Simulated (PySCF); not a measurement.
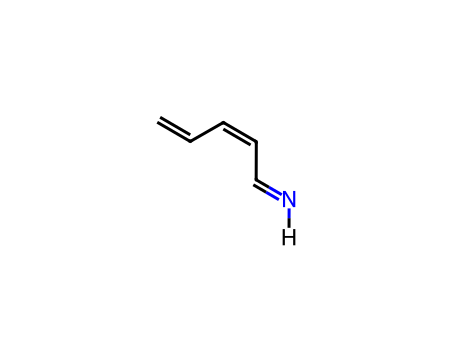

2D structure.

Question: Transcribe the drawing into SMILES.

Answer: [H]/N=C/C=C\C=C

Question: What is the molecular formula?

Answer: C5H7N.

Question: An optimisation with PBE0-D3(BJ)/def2-SVP gave a structure of which point group?

Answer: Cs. Other conformers may differ.

More results for the same structure follow; atom numbers are the same in all pictures, views and colours differ. The computed structure is the end point of a PBE0-D3(BJ)/def2-SVP optimisation. No frequency run is at hand to confirm it as a minimum.

## Dipole moment

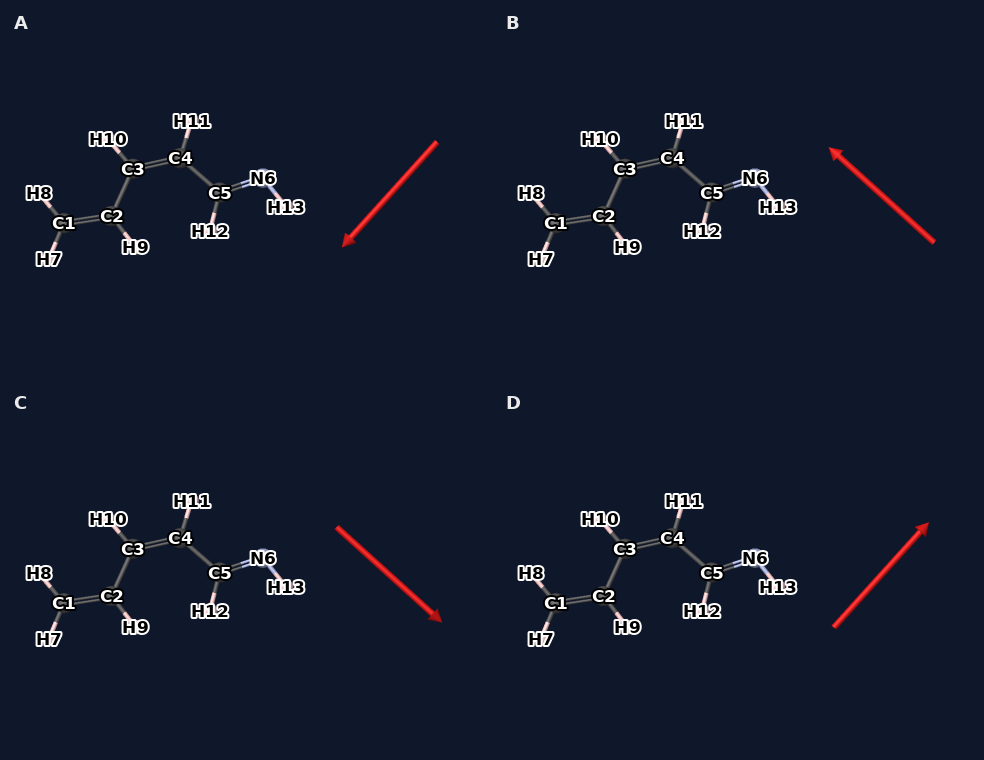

The same molecule four times, each with an arrow. No frequency run is at hand to confirm it as a minimum. Level of theory: CAM-B3LYP/pcJ-1, gas phase (PySCF 2.14.0).

Question: Which arrow points along the dipole moment, from the negative to the positive end?

Answer: A. The dipole moment is 2.43 D; it points from the side of N6 to the side of H7 (the outermost atoms at the two ends).

## Spin–spin coupling

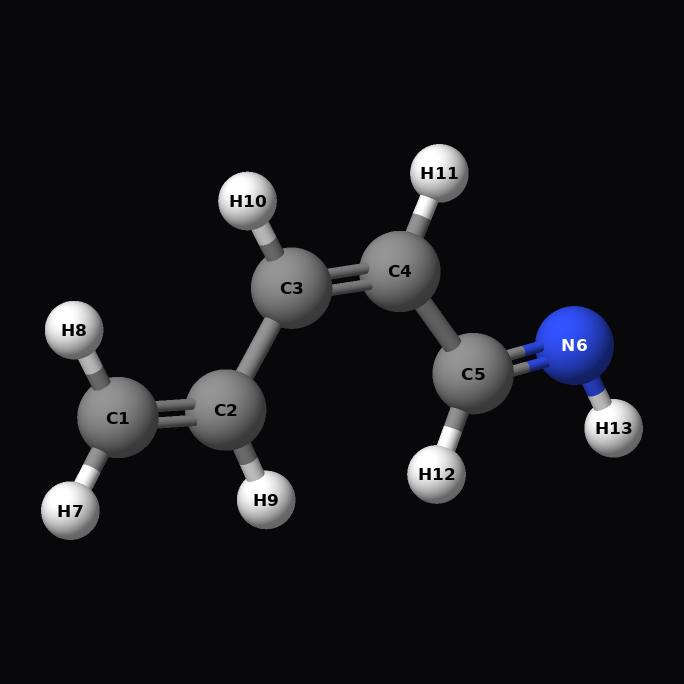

No frequency run is at hand to confirm it as a minimum. Method: B3LYP/def2-TZVP indirect spin-spin coupling, non-relativistic, gas phase (PySCF 2.14.0). Isotopes: 13C, 1H, 15N.

Give the spin–spin coupling constants of these pairs, with the number of bonds between them: C5/N6, N6/H13, C4/N6, N6/H12, C3/N6, N6/H11.

| pair | bonds apart | J (Hz) |
| --- | --- | --- |
| C5, N6 | 1 | −3.4 |
| N6, H13 | 1 | −44.8 |
| C4, N6 | 2 | −11.5 |
| N6, H12 | 2 | 3.5 |
| C3, N6 | 3 | −6.5 |
| N6, H11 | 3 | −1.8 |

## Quadrupole coupling

No frequency run is at hand to confirm it as a minimum. Electric field gradients from the ground-state density, CAM-B3LYP/pcJ-1 (PySCF 2.14.0), non-relativistic apart from any core potentials.

Give the largest field-gradient component, the quadrupole coupling constant and the asymmetry for 14N at N6 (Q = 20.44 mb), 2H at H7 (Q = 2.86 mb), 2H at H8 (Q = 2.86 mb), 2H at H9 (Q = 2.86 mb), 2H at H10 (Q = 2.86 mb).

```csv
atom,V_zz (a.u.),e²qQ/h (MHz),η
N6,−0.992,−4.76,0.44
H7,0.297,0.200,0.06
H8,0.293,0.197,0.07
H9,0.291,0.196,0.09
H10,0.286,0.193,0.09
```
